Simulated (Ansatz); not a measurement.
# TlS (Pm-3m): Grüneisen parameters, part 2 of 2

Does TlS (Pm-3m) expand much on heating, by its phonons?

Ansatz 0.2.0; DFT PBEsol, scalar-relativistic, plane waves, PAW; PAW set soft_1.

So far, highest frequency on the path or at a solved wavevector (cm⁻¹): step 2 (the dispersion) 188.

## Step 4: Phonons at the other volume, volume ratio 0.97 (continued)

Frequencies (cm⁻¹) solved at each irreducible wavevector; negative means imaginary. Frequencies by wavevector, by row:

```tsv
q in reciprocal lattice units	star	mode 1	mode 2	mode 3	mode 4	mode 5	mode 6
0 0 0	1	0	0	0	75.8	75.8	75.8
0 0 0.25	6	-50.7	-50.7	29.2	29.2	67.5	147.3
0 0 -0.5	3	-31.1	-31.1	29	29	93.3	145.9
0 0.25 0.25	12	-103.9	24.1	50.6	70.4	123.1	162
0 0.25 -0.5	12	-102.2	22.5	51.5	82.3	151.6	166
0 -0.5 -0.5	3	-122.1	7.4	68.2	68.2	200.4	200.4
0.25 0.25 0.25	8	54.2	54.2	65.3	118.6	151.9	151.9
0.25 0.25 -0.5	12	48.5	58.5	77.6	134.3	135.1	170.8
0.25 -0.5 -0.5	6	55.2	71.5	71.5	135.6	186	186
-0.5 -0.5 -0.5	1	75.1	75.1	75.1	185.5	185.5	185.5
```

The highest optical mode at the zone centre (no LO-TO term) is 75.8 cm⁻¹, +19.0 cm⁻¹ against the base run.

## Step 5: Relaxing at another volume, volume ratio 1.03

The volume is scaled by 1.03 and held; symmetry leaves nothing to relax, so this is a single point. The modes can then be followed against volume.

input.yaml

```yaml
crystal:
  lattice:
    - [3.5482211795, 0.0, 0.0]
    - [0.0, 3.5482211795, 0.0]
    - [0.0, 0.0, 3.5482211795]
  atoms:
    - { symbol: Tl, position: [0.5, 0.5, 0.5] }
    - { symbol: S, position: [0.0, 0.0, 0.0] }
kpoints:
  mp_grid: { grid: [12, 12, 12] }
hamiltonian:
  xc: pbesol
  pseudopotentials: { kind: paw, azcp: { folder: soft_1 }, xc_functional: pbe }
scf:
  occupations: { method: methfessel_paxton, width: 0.2 }
output:
  forces: true
  stress: true
  eigenvalues: true
```

Launch:

```
ansatz run input.yaml --threads 4 --pin off --max-ram 10240MiB --backend cpu --events-out ev --progress --plain --runs-dir out
```

Numbers of over 12 decimals in the logs are rounded to 6 here.

What it wrote:

```text
[...]
Crystal: 2 atoms, lattice volume = 44.672 Å³
Basis set: ecut = 420 eV, 895 PW (Γ), exchange–correlation on 48×48×48 points (8 copies of the dense FFT grid, shifted against one another)
Bands: 14, of which v1, the nominal top of the filled ones, is band 10 counted from 1 (9 counted from 0)
Symmetry: 48 space group operations
[...]
k-points: 84 of 1728
[...]
P = ⅓ Tr σ = -1.6079 GPa (-16.079 kbar)
--- Band table (eV; the first three rows and the last of 84) ---
  k-point 0: bands = [... 6 lower, 4.7411, 7.6250, 7.6250, 7.6250, 15.4192, 15.4192, 18.2315, 18.2315]
  k-point 1: bands = [... 6 lower, 4.4927, 7.6874, 7.6874, 7.7628, 15.4464, 15.4850, 17.9459, 17.9459]
  k-point 2: bands = [... 6 lower, 3.8906, 7.8645, 7.8645, 8.0975, 15.1734, 15.5249, 17.2471, 17.2471]
  k-point 83: bands = [... 6 lower, 6.7789, 6.9154, 6.9154, 6.9154, 9.9733, 9.9733, 9.9733, 24.4770]
[key lines of the parts left out:]
SCF converged after 6 iterations
Free energy (F): -12182.594696 eV
Fermi energy:    8.743403 eV
```

Wall time 0.95 s (4 threads of Arm Neoverse V1, shared host); peak memory 0.34 GiB; 3 s of CPU time.

Numbers from this step:

* pressure: -1.608 GPa
* volume per atom: 22.34 Å³

The run ends at a pressure of -1.61 GPa.

## Step 6: Phonons at the other volume, volume ratio 1.03

The phonons are repeated at this volume on the same k and q meshes.

Edit input.yaml of step 5 so:

```diff
@@ -16,4 +16,11 @@
 output:
-  forces: true
-  stress: true
   eigenvalues: true
+phonons:
+  method: dfpt
+  qmesh: [4, 4, 4]
+  temperatures: { t_max: 1000, t_step: 50 }
+  qpath:
+    path:
+      - [[0.0, 0.0, 0.0], [0.0, 0.5, 0.0], [0.5, 0.5, 0.0], [0.0, 0.0, 0.0], [0.5, 0.5, 0.5], [0.0, 0.5, 0.0]]
+      - [[0.5, 0.5, 0.5], [0.5, 0.5, 0.0]]
+    npoints: 10
```

What it wrote:

```text
[...]
Crystal: 2 atoms, lattice volume = 44.672 Å³
Basis set: ecut = 420 eV, 895 PW (Γ), exchange–correlation on 48×48×48 points (8 copies of the dense FFT grid, shifted against one another)
Bands: 14, of which v1, the nominal top of the filled ones, is band 10 counted from 1 (9 counted from 0)
Symmetry: 48 space group operations
k-points: 84 of 1728
[...]
k-point 83: bands = [... 6 lower, 6.7787, 6.9154, 6.9154, 6.9154, 9.9733, 9.9733, 9.9733, 24.4769]
[...]
ASR residual: 3.563e-5 → 0.000e0 eV/Å²; symmetrization residual: 2.131e-6 eV/Å²
  ASR residual per site (eV/Å²): 3.56e-5 1.77e-5
  Γ frequencies (cm⁻¹): 0.00 0.00 0.00 32.26 32.26 32.26
--- Phonons (arbitrary-q DFPT): 10 irreducible q on the 4×4×4 mesh ---
[...]
interpolated dispersion: 62 rows × 6 modes
[...]
[key lines of the parts left out:]
SCF converged after 8 iterations
Free energy (F): -12182.594696 eV
Fermi energy:    8.743354 eV
```

Wall time 3.2 min (4 threads); peak memory 1.5 GiB; 13 min of CPU time.

This step gave:

- sum-rule residual before enforcement: 3.56e-5 eV/Å²
- lowest frequency on the path: -132.8 cm⁻¹
- highest frequency on the path or at a solved wavevector: 175.6 cm⁻¹
- highest optical mode at the zone centre (no LO-TO term): 32.26 cm⁻¹
- lowest optical zone-centre mode: 32.26 cm⁻¹
- lowest mode on the q mesh (acoustic modes at Γ apart): -132.8 cm⁻¹

The highest optical mode at the zone centre (no LO-TO term) is 32.3 cm⁻¹, -24.5 cm⁻¹ against the base run.

## Step 7: Grüneisen parameters

The Grüneisen parameter of a mode is minus the logarithmic change of its frequency with volume, −d ln ω / d ln V; weighted by heat capacity it gives the expansion.

This step gave:

```yaml
bulk_modulus: 59.3 GPa
```

Phonon branches along the path, in cm⁻¹:

```tsv
point	branch 1	branch 2	branch 3	branch 4	branch 5	branch 6
Γ	0	0	0	57	57	57
X	-49	-49	24	24	88	132
M	-128	-13	64	64	188	188
Γ	0	0	0	57	57	57
R	70	70	70	173	173	173
X	-49	-49	24	24	88	132
jump to R	70	70	70	173	173	173
M	-128	-13	64	64	188	188
```

The same for volume x 0.97:

```tsv
point	branch 1	branch 2	branch 3	branch 4	branch 5	branch 6
Γ	0	0	0	76	76	76
X	-31	-31	29	29	93	146
M	-122	7	68	68	200	200
Γ	0	0	0	76	76	76
R	75	75	75	186	186	186
X	-31	-31	29	29	93	146
R	75	75	75	186	186	186
M	-122	7	68	68	200	200
```

The same for volume x 1.03:

```tsv
point	branch 1	branch 2	branch 3	branch 4	branch 5	branch 6
Γ	0	0	0	32	32	32
X	-61	-61	18	18	83	118
M	-133	-19	61	61	176	176
Γ	0	0	0	32	32	32
R	65	65	65	161	161	161
X	-61	-61	18	18	83	118
R	65	65	65	161	161	161
M	-133	-19	61	61	176	176
```

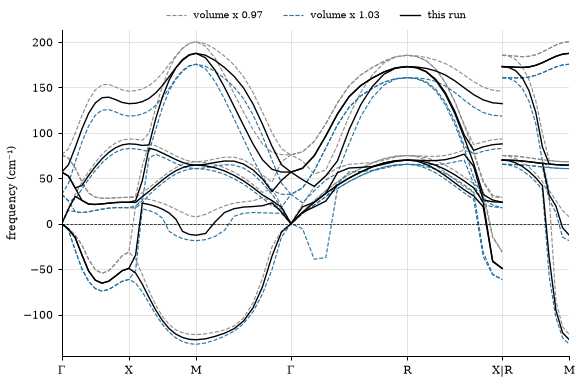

Phonon branches along the path; dashed: volume x 0.97 and volume x 1.03.

## Step 8: Outcome

| Quantity | Value |
| --- | --- |
| bulk modulus | 59.3 GPa |

No expansion is given, because modes are imaginary at one volume or more. The highest optical mode at Γ goes from 76 to 32 cm⁻¹ as the cell grows, a Grüneisen parameter of 14.23. Branches are matched by rank, so values near crossings are rough. With no gap, or one that is small against the smearing, the frequencies hang on the k mesh and the smearing, most of all near Kohn anomalies. The phonon runs are without spin polarisation, although the cell has an odd electron count. Spin-orbit coupling is left out, which can matter for the heavy elements here. The PAW files were made for PBE and serve the other functionals too. A phonon run warned that its eigensolver left some bands unconverged in a pass.

[Logs are printed without paths, hosts, clocks, repeated set-up lines and the standing remarks that a program may print on its own settings, such as how far it seeks lower states.]

[Hosts, paths, dates, database ids (printed as entryN), source tags and the programs' standing remarks are cut or masked in the printed files.]
